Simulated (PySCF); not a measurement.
**Run report: C4H9ClGeO, excited-state calculation**

System: C4H9ClGeO.
Method: TDDFT B3LYP/def2-SVPD, vertical, gas phase, core orbitals frozen in the response (PySCF 2.14.0).

The geometry comes from this level: GFN2-xTB. It belongs to a series of runs on one base structure; here: constitutional isomer.

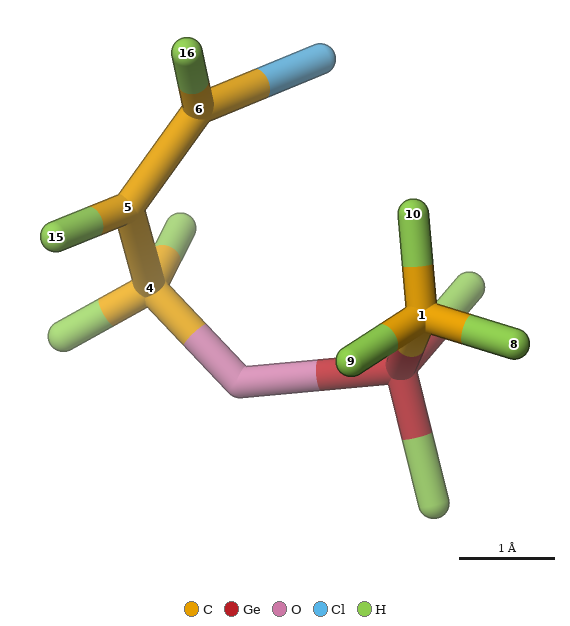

Figure 1. The input geometry (stick view, seen at a tilt; atoms are numbered from 1 in the order of the input). Sticks mark near contacts. Bond lengths as drawn: C–C 1.32 to 1.50 Å, C–Cl 1.72 Å, C–Ge 1.98 Å, C–H 1.08 to 1.10 Å, C–O 1.41 Å, Ge–H 1.50 to 1.51 Å and Ge–O 1.77 Å.

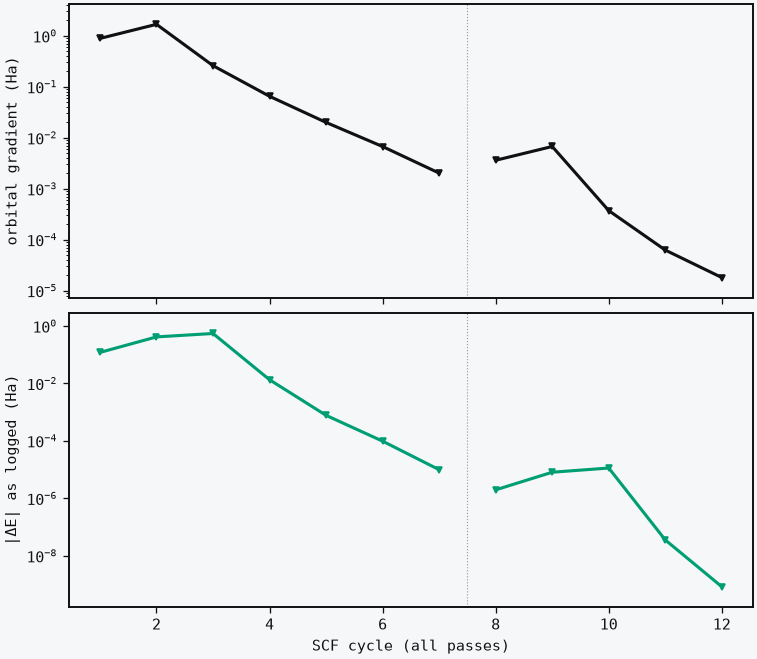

Figure 2. Convergence of the self-consistent field: orbital gradient and size of the energy change against the SCF cycle. The dotted line marks the change from a coarse to the final integration grid. The first 7 cycles use a coarse grid, the final grid takes over at cycle 8, and the field converges after 12 cycles in all.

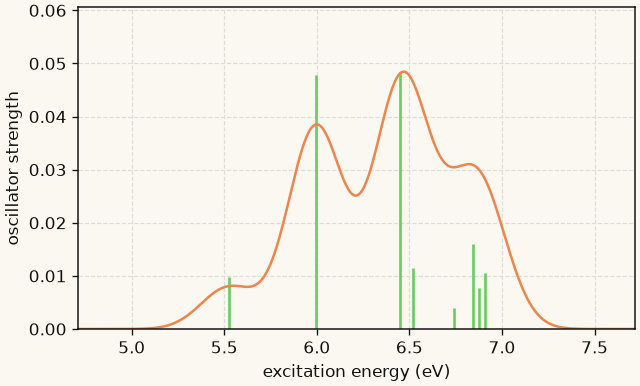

Figure 3. Computed excitations as sticks (degenerate states added up, dark ones marked on the axis), with a Gaussian envelope of 0.35 eV full width at half maximum, scaled to the tallest. Of the 8 states the lowest lies at 5.52 eV (f = 0.010); the strongest line is at 6.45 eV, or 192 nm (f = 0.048).

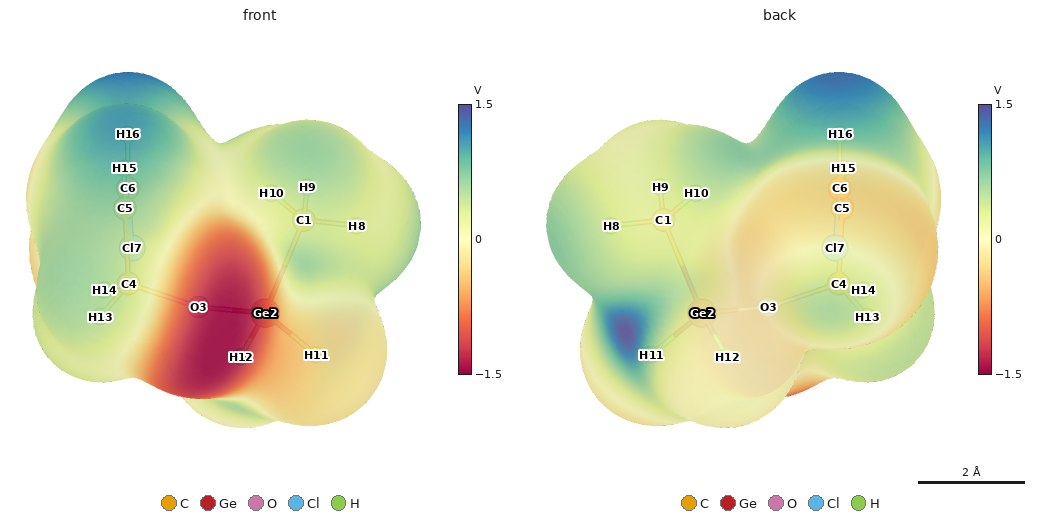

Figure 4. The molecular electrostatic potential painted on the density surface at 0.002 e/bohr³, seen at a tilt and from behind; the colour scale runs from red (negative) to blue (positive). Its dipole moment is 1.74 D.

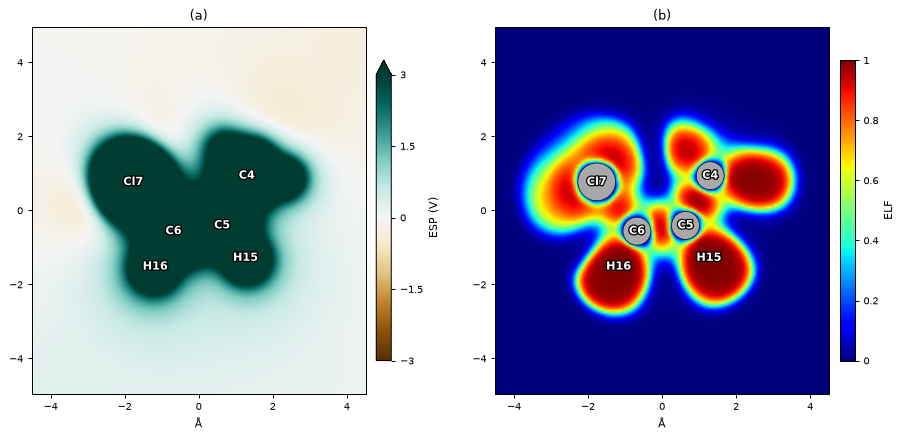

Figure 5. (a) electrostatic potential; (b) electron localisation function on the plane of atoms C5, C6 and Cl7. Grey discs, where drawn, cover atomic cores. The section cuts through C, Cl and H sites. C–C (1.32 Å): the ELF peaks at about 0.95 between the atoms (a multiple bond by its length, whose ELF region spreads away from the axis). C–H (1.08 Å): the ELF climbs to about 1 towards the hydrogen, as it does in any bond to H; a covalent bond by its length. C–C (1.50 Å): the ELF peaks at about 0.95 between the atoms (localised, shared-pair bonding).

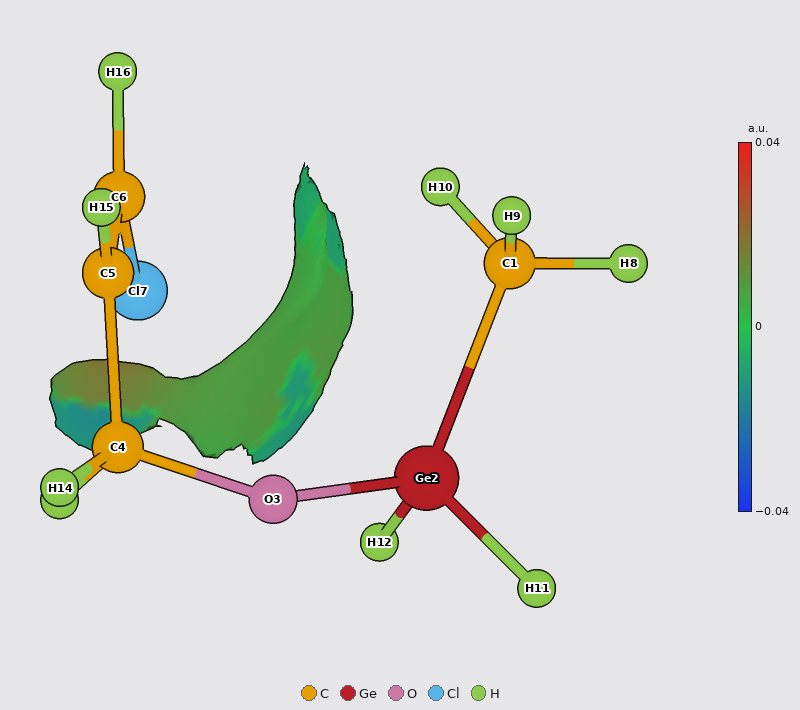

Figure 6. Non-covalent interaction (NCI) plot: the surface where the reduced density gradient is 0.5, for densities under 0.05 a.u., coloured by sign(λ₂)ρ; seen at a tilt.

The input that produced these results follows, with the program's output.

**The input**
```
{"job": {"kind": "uv", "xc": "B3LYP", "basis": "def2-SVPD", "nstates": 8, "ntriplets": 3}, "charge": 0, "multiplicity": 1}
C      1.606045     1.203415     0.589927
Ge     1.576991    -0.630571    -0.149708
O      0.161905    -1.546599     0.379537
C     -1.180300    -1.428263    -0.027876
C     -1.743605    -0.072475     0.285780
C     -1.603419     0.969684    -0.514116
Cl    -0.816700     0.864070    -2.037287
H      2.622857     1.585592     0.605583
H      1.236622     1.188263     1.613743
H      0.993309     1.889518     0.012629
H      2.596145    -1.511056     0.503609
H      1.723371    -0.704883    -1.648527
H     -1.270564    -1.620394    -1.103705
H     -1.736051    -2.202944     0.511217
H     -2.211853     0.065337     1.250560
H     -1.962352     1.960249    -0.282777
```

The first line tells a small driver script what to run in PySCF; the rest is the geometry in Å.

Launched with:
```bash
OMP_NUM_THREADS=1 python <driver script> task.json out
```

**What the program printed**
```
coarse grid: 61880 points
cycle   1  E = -2769.6073278923  dE =  1.194e-01  |g| = 8.862e-01  |ddm| = 6.342e+00
cycle   2  E = -2769.1928907330  dE =  4.144e-01  |g| = 1.677e+00  |ddm| = 3.063e+00
cycle   3  E = -2769.7371548466  dE = -5.443e-01  |g| = 2.589e-01  |ddm| = 2.180e+00
cycle   4  E = -2769.7505119252  dE = -1.336e-02  |g| = 6.491e-02  |ddm| = 4.182e-01
cycle   5  E = -2769.7512810530  dE = -7.691e-04  |g| = 1.993e-02  |ddm| = 1.218e-01
cycle   6  E = -2769.7513781359  dE = -9.708e-05  |g| = 6.706e-03  |ddm| = 4.160e-02
cycle   7  E = -2769.7513879900  dE = -9.854e-06  |g| = 2.020e-03  |ddm| = 1.400e-02
final grid: 129176 points
cycle   8  E = -2769.7513282620  dE =  1.961e-06  |g| = 3.605e-03  |ddm| = 1.734e-02
cycle   9  E = -2769.7513202124  dE =  8.050e-06  |g| = 6.723e-03  |ddm| = 1.584e-02
cycle  10  E = -2769.7513314845  dE = -1.127e-05  |g| = 3.709e-04  |ddm| = 1.028e-02
cycle  11  E = -2769.7513315198  dE = -3.529e-08  |g| = 6.240e-05  |ddm| = 6.166e-04
cycle  12  E = -2769.7513315207  dE = -8.304e-10  |g| = 1.805e-05  |ddm| = 1.042e-04
converged SCF energy = -2769.7513315207

Static polarisability (au): isotropic 93.873, principal 87.872 94.206 99.542

Singlet excitations
state   eV       nm        f      main configurations
  1   5.5242    224.4   0.00985   H->L 0.51, H-1->L 0.48
  2   5.9953    206.8   0.04786   H-1->L 0.38, H->L 0.31, H-2->L 0.28
  3   6.4482    192.3   0.04846   H-2->L 0.61, H->L 0.11, H-1->L 0.09
  4   6.5211    190.1   0.01156   H->L+1 0.75
  5   6.7392    184.0   0.00400   H->L+2 0.75
  6   6.8431    181.2   0.01598   H-1->L+1 0.59, H->L+3 0.21
  7   6.8747    180.3   0.00780   H->L+3 0.46, H-1->L+1 0.23, H-1->L+3 0.14
  8   6.9072    179.5   0.01051   H-3->L 0.80, H-5->L 0.09

Triplet excitations (Tamm-Dancoff, eV): 4.1315 5.3170 5.9893
```

**Key numbers**

- outcome: converged
- total energy: −2769.751332 hartree
- HOMO: −7.26 eV
- LUMO: −0.81 eV
- dipole moment: 1.74 D
- mean polarisability: 93.87 a.u.
- lowest singlet excitation: 5.52 eV
- hardware: 1 CPU thread, shared host
- wall time: 69 s
- peak memory: 0.97 GiB

**Notes**

Spin–orbit coupling is left out, which matters for the heavy atoms.
